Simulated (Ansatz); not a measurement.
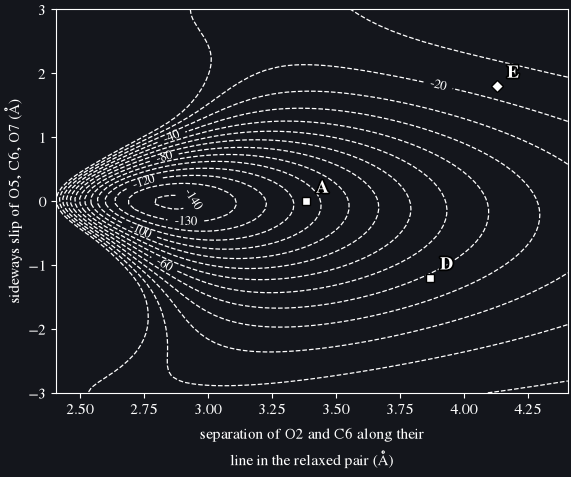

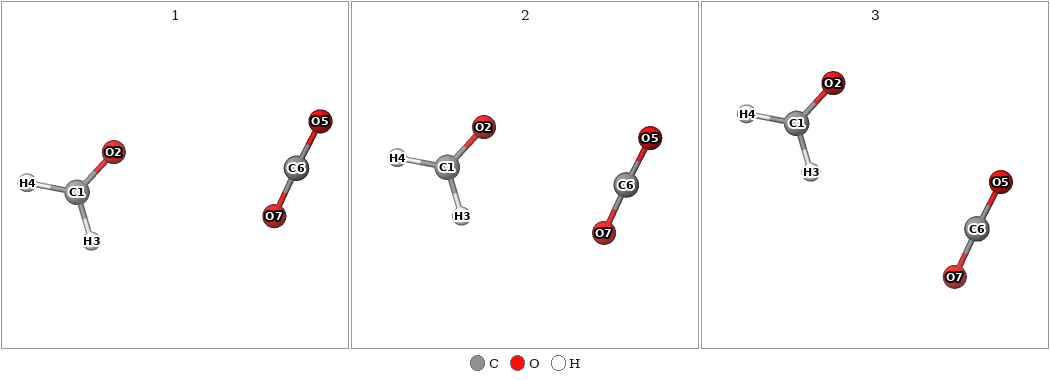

The pair CH₂O···CO₂. Coordinates scanned: (1) separation of O2 and C6 along their line in the relaxed pair; (2) sideways slip of O5, C6, O7. Nothing is relaxed (both partners rigid). The scan uses an 11 × 11 grid. Points are written as (first, second). Energies: meV, counted from the two partners far apart, frozen as in the relaxed pair, each in its own basis (no counterpoise correction). The calculation used Ansatz, RKS PBE-D4/def2-SVPD.

In the figure: contour lines labelled in meV (none above −10), lettered points. Between grid points the surface is interpolated. The numbered pictures are the structures at these points, in random order.

Q: Which structure belongs to which point?

A: A is structure 2: (3.384 Å, 0.0 Å), −105 meV; D is structure 1: (3.869 Å, −1.2 Å), −48 meV; E is structure 3: (4.131 Å, 1.8 Å), −16 meV.
